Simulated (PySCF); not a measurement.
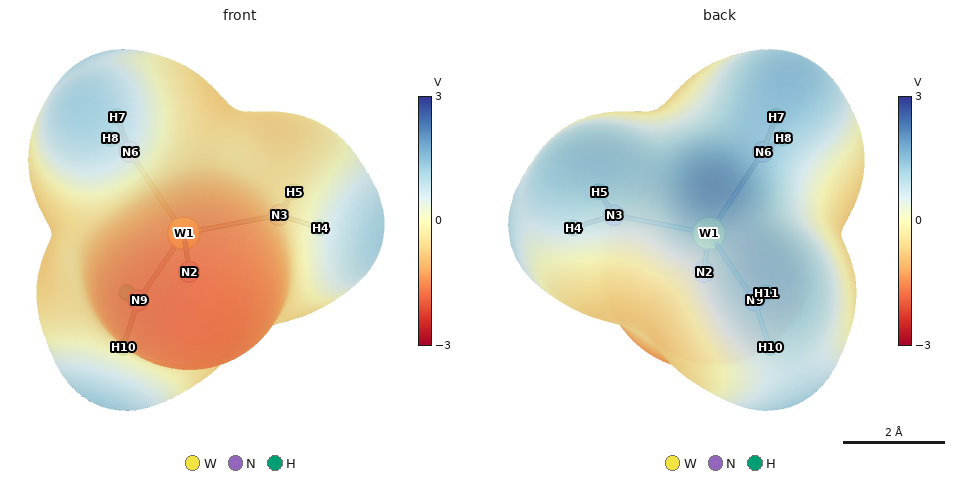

Figure 1: H₆N₄W (WN(NH2)3). The molecular electrostatic potential painted on the density surface at 0.001 e/bohr³, seen from the front and from behind; the colour scale runs from red (negative) to blue (positive).

Geometry: BP86-D3(BJ)/def2-SVP; core potentials replace the inner electrons of W.

These are results of DFT single point, gas phase, functional B3LYP in PySCF 2.14.0, density-fitted response routines, not measurements.

Input

```
{"job": {"kind": "sp", "xc": "B3LYP", "basis": "ma-def2-SVP", "d3": "d3bj", "grid": 2}, "charge": 0, "multiplicity": 1}
W      0.011011    -0.030079     0.307515
N      0.063042    -0.199269     1.986283
N      1.912977    -0.001604    -0.217496
H      2.709023    -0.081713     0.422076
H      2.246731     0.092346    -1.184100
N     -0.941097     1.676246     0.028496
H     -1.142791     2.081965    -0.893133
H     -1.305207     2.285873     0.766575
N     -0.983906    -1.623606    -0.296540
H     -1.359802    -2.360010     0.308255
H     -1.199464    -1.832318    -1.278774
```

Run with:

```sh
OMP_NUM_THREADS=1 python redox_run.py task.json out
```

**Which sites attract a positive test charge, and which a negative one?**

A positive charge is drawn to the negative regions and a negative charge to the positive ones. The most negative region (about −1.8 V) lies over N2, the most positive (about +2.0 V) over W1. N2 is the likeliest acceptor of a hydrogen bond.

**How polar is the molecule by this calculation?**

Its dipole moment is 4.48 D.
